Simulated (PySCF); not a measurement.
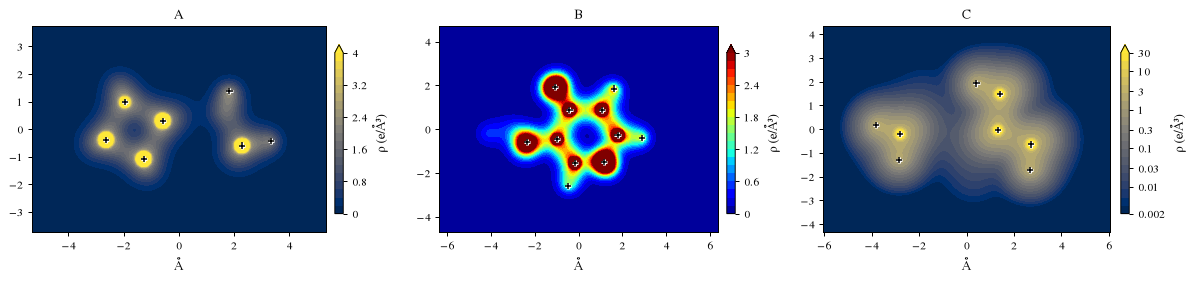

The electron density of 3 systems, each on a plane through atoms (crosses mark nuclei in the plane).

All numbers below come from PBE0/pcSseg-1, SCF density, gas phase, non-relativistic (PySCF 2.14.0).

System 1: C$_{6}$H$_{5}$NO$_{2}$, the plane of atoms C6, C7 and H14. Geometry: GFN2-xTB, MD frame at 250 fs, 200 K.

```json
{"atom": "C", "x (Å)": "2.6990", "y (Å)": "0.6173", "z (Å)": "-0.3661"}
{"atom": "N", "x (Å)": "1.8661", "y (Å)": "-0.2701", "z (Å)": "0.0230"}
{"atom": "C", "x (Å)": "0.4842", "y (Å)": "-0.2950", "z (Å)": "-0.0539"}
{"atom": "C", "x (Å)": "-0.1531", "y (Å)": "-1.3722", "z (Å)": "-0.5774"}
{"atom": "O", "x (Å)": "-1.4945", "y (Å)": "-1.5755", "z (Å)": "-0.5091"}
{"atom": "C", "x (Å)": "-2.2713", "y (Å)": "-0.5731", "z (Å)": "-0.0226"}
{"atom": "C", "x (Å)": "-1.7356", "y (Å)": "0.5400", "z (Å)": "0.5663"}
{"atom": "C", "x (Å)": "-0.2699", "y (Å)": "0.7471", "z (Å)": "0.6350"}
{"atom": "O", "x (Å)": "0.2143", "y (Å)": "1.7804", "z (Å)": "1.0503"}
{"atom": "H", "x (Å)": "3.6730", "y (Å)": "0.5162", "z (Å)": "-0.0352"}
{"atom": "H", "x (Å)": "2.4508", "y (Å)": "1.5634", "z (Å)": "-0.8066"}
{"atom": "H", "x (Å)": "0.2947", "y (Å)": "-2.1737", "z (Å)": "-1.1634"}
{"atom": "H", "x (Å)": "-3.3681", "y (Å)": "-0.8815", "z (Å)": "-0.0526"}
{"atom": "H", "x (Å)": "-2.4280", "y (Å)": "1.3066", "z (Å)": "0.9744"}
```

System 2: C$_{4}$H$_{14}$Si$_{2}$ (SMILES C[SiH2][SiH2]C(C)C), the plane of atoms C4, C5 and H15. Geometry: GFN2-xTB.

```xyz
20

C     2.5491    0.9071    1.3336
Si    1.7538    1.4178   -0.3179
Si    0.4223   -0.2773   -1.1629
C    -0.9888   -0.7525    0.0453
C    -1.8600   -1.8698   -0.5201
C    -1.8513    0.4593    0.3858
H     1.7982    0.7263    2.0979
H     3.1278   -0.0056    1.2214
H     3.2186    1.6750    1.7100
H     1.0357    2.6804   -0.0779
H     2.8463    1.7582   -1.2413
H     1.1693   -1.5173   -1.4355
H    -0.2155    0.0854   -2.4388
H    -0.5449   -1.1198    0.9782
H    -1.2645   -2.7515   -0.7461
H    -2.3472   -1.5452   -1.4373
H    -2.6345   -2.1552    0.1919
H    -1.2602    1.2438    0.8548
H    -2.6534    0.1838    1.0707
H    -2.3059    0.8679   -0.5149
```

System 3: C$_{5}$H$_{14}$N$_{2}$Si, the plane of atoms C5, C8 and C7. Geometry: GFN2-xTB.

```xyz
22

C    -2.2162   -1.2014    0.7288
N    -2.0171   -0.3328   -0.4182
N    -0.7903    0.3627   -0.4169
Si   -0.9654    1.9409    0.2602
C     0.4093   -0.4222   -0.5194
C     1.5779    0.2146   -1.2965
C     2.5202   -0.0956   -0.1238
C     1.3230   -0.5532    0.7213
H    -2.1731   -0.5893    1.6282
H    -1.4705   -2.0035    0.8177
H    -3.2067   -1.6468    0.6510
H    -2.0896   -0.8721   -1.2817
H    -1.3047    1.9464    1.6952
H     0.3107    2.6403    0.1141
H    -2.0465    2.5560   -0.5010
H     0.1371   -1.3997   -0.9349
H     1.4271    1.2759   -1.4702
H     1.8236   -0.2674   -2.2411
H     3.0662    0.7585    0.2705
H     3.2272   -0.8948   -0.3386
H     1.3979   -1.5508    1.1526
H     1.0497    0.1536    1.5019
```

Question: Which map belongs to which system?

Answer: Panel A is system 3, C$_{5}$H$_{14}$N$_{2}$Si: the plane holds C and H. C–C (1.54 Å): ρ at the midpoint is about 1.6 e/Å³. Panel B is system 1, C$_{6}$H$_{5}$NO$_{2}$: the plane holds N, C, O and H. C–O (1.21 Å): the density is about 3.2 e/Å³ at the midpoint. Panel C is system 2, C$_{4}$H$_{14}$Si$_{2}$: the plane holds C and H. C–C (1.53 Å): ρ at the midpoint is about 1.6 e/Å³.
